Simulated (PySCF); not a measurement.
# C₇H₁₅NSi: what the fields show

Input file:

```
{"job": {"kind": "nmr", "xc": "PBE0", "basis": "pcSseg-1"}, "charge": 0, "multiplicity": 1}
C      3.751457     0.248673     0.009484
C      3.155446    -0.891899    -0.299444
Si     1.336813    -1.303391    -0.024649
C      0.409090     0.283619     0.461906
C     -1.128488     0.258332     0.434552
C     -1.677550    -0.952334     1.195411
N     -1.578137     1.449376     1.149319
C     -1.594474     0.181468    -1.002765
C     -2.263700     1.115230    -1.652817
H      4.802434     0.424605    -0.167052
H      3.212753     1.068546     0.456860
H      3.757752    -1.674802    -0.744745
H      0.825956    -1.893314    -1.272903
H      1.245851    -2.312947     1.041509
H      0.697575     0.557722     1.479150
H      0.737092     1.102564    -0.184113
H     -2.764621    -0.905730     1.233827
H     -1.385648    -1.879239     0.710545
H     -1.295407    -0.943972     2.212195
H     -2.591361     1.497762     1.155888
H     -1.225389     2.286876     0.698925
H     -1.328159    -0.737893    -1.505200
H     -2.553253     2.049296    -1.196452
H     -2.557765     0.991219    -2.681479
```

Command:

```sh
OMP_NUM_THREADS=1 python probes_run.py task.json out
```

Geometry: GFN2-xTB.

Theory: PySCF, PBE0/pcSseg-1, SCF density, gas phase, non-relativistic.

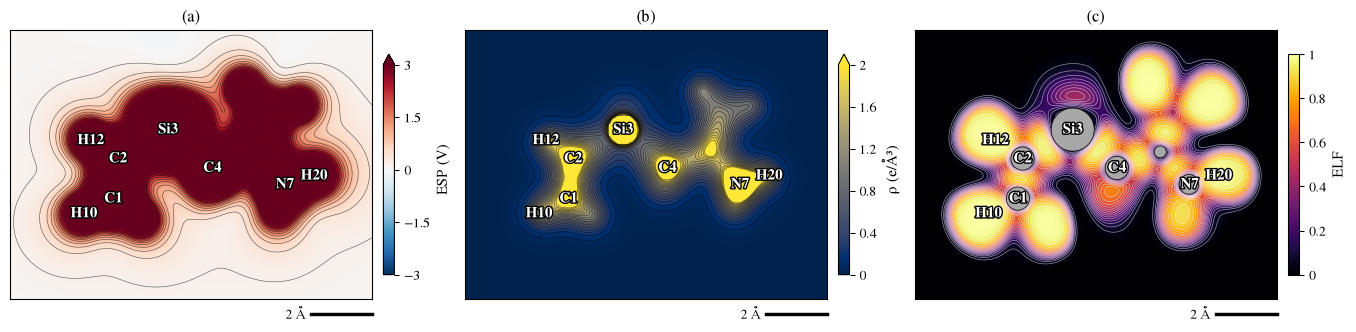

Figure 1. (a) electrostatic potential; (b) electron density; (c) electron localisation function on the plane of atoms C2, Si3 and C4. Grey discs cover the atomic cores in the ELF map.

### Read the bonding off the picture.

The section cuts through C, Si, N and H sites.
C–C (1.32 Å): ρ at the midpoint is about 2.3 e/Å³; the ELF peaks at about 0.90 between the atoms; a multiple bond.
C–Si (1.88 Å): the density is about 0.93 e/Å³ at the midpoint; the ELF peaks at about 0.95 between the atoms: a covalent bond.
N–H (1.01 Å): the density is about 2.8 e/Å³ at the midpoint; the ELF climbs to about 1 towards the hydrogen, as it does in any bond to H (a covalent bond by its length).
C–H (1.08 Å): ρ is about 2 e/Å³ halfway; the ELF climbs to about 1 towards the hydrogen: a covalent bond by its length.
The potential has no marked negative region in this plane.

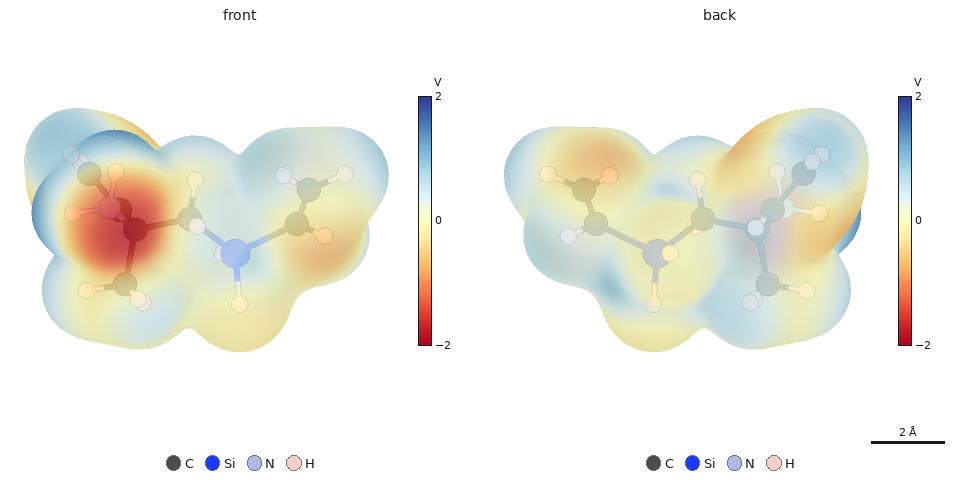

Figure 2. The electrostatic potential painted on the density surface at 0.002 e/bohr³, seen from the front and from behind; red is negative and blue positive.

### Where is the surface potential most negative and most positive?

The most negative region (about −1.7 V, or −39 kcal/mol for a unit charge) lies over N7, the most positive (about +1.3 V, or +30 kcal/mol for a unit charge) over H20 and H21. N7 is the likeliest acceptor of a hydrogen bond.

### What dipole moment does the calculation give?

Its dipole moment is 0.94 D.
